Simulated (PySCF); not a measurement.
Te(iPr)(SMe), SMILES CS[Te]C(C)C, GFN2-xTB optimised geometry. Atoms within 1.6 Å of the plane z = 1.2 Å (x, y, z in Å): Te1 (-0.54, -1.94, 0.00), C2 (-0.76, 0.25, 0.00), C4 (-0.09, 0.87, 1.21), H5 (-1.84, 0.40, 0.06), H9 (-0.48, 0.45, 2.14), H10 (-0.26, 1.94, 1.23), H11 (0.99, 0.70, 1.17), S12 (1.84, -1.94, 0.00), C13 (2.27, -2.19, 1.76), H14 (1.84, -1.40, 2.36), H15 (3.35, -2.16, 1.81), H16 (1.91, -3.16, 2.09).

Level of theory: PBE0/def2-TZVP, def2 effective core potentials past Kr (PySCF). The core electrons that the potentials of Te replace are not part of the density. Cells within 0.4 Å of a nucleus heavier than hydrogen are left out (blank, or x).

Map of the deformation density (molecule minus spherical neutral atoms) (e/bohr³) on the plane z = 1.2 Å:

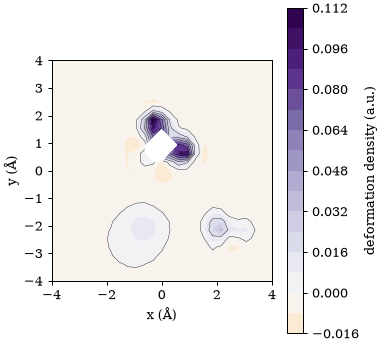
Fig. 1. Deformation density (molecule minus spherical neutral atoms) (e/bohr³) on the plane z = 1.2 Å.
